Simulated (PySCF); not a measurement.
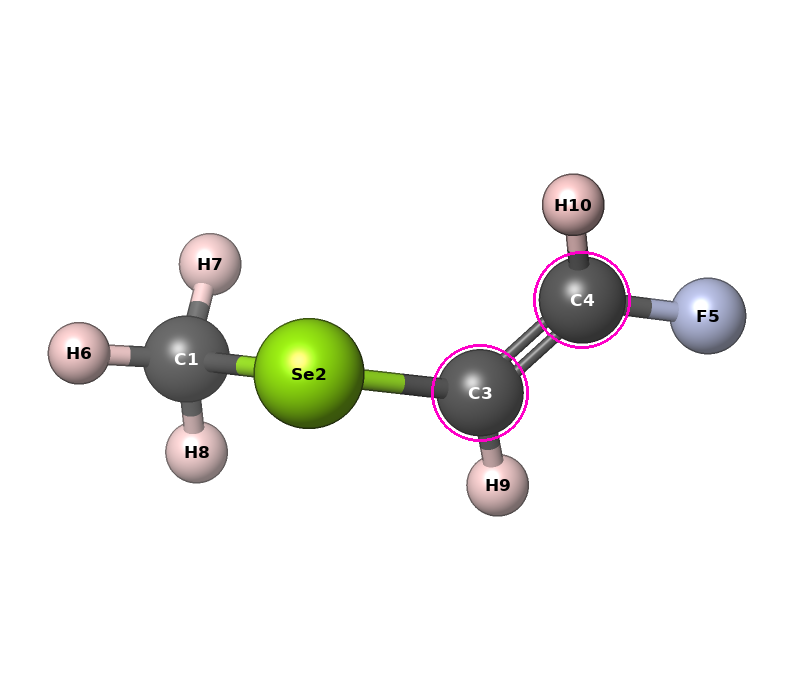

Distant atoms are faded towards the background colour. Circles mark the stereogenic atoms. The computed structure is the end point of a PBE0-D3(BJ)/def2-SVP optimisation. No frequency run is at hand to confirm it as a minimum.

### Give the R/S and E/Z labels.

C3=C4: E.
